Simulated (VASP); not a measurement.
Band structure of Mo (bcc). Level of theory: LDA (Ceperley-Alder, Perdew-Zunger), VASP's LDA PAW potentials (set 64) (plane waves; VASP 6.6.1).

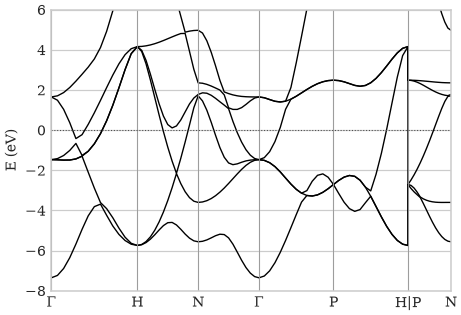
Figure: Bands along high-symmetry lines, zero at the valence-band maximum or, without a gap, the Fermi level

Problem. Read the plot: is there a gap, and where are the band edges?

Solution. It has no gap at this level: it comes out as a metal or semimetal. (Edges off the drawn lines would not show.)

The compound is Mo in the bcc structure. It was relaxed first.
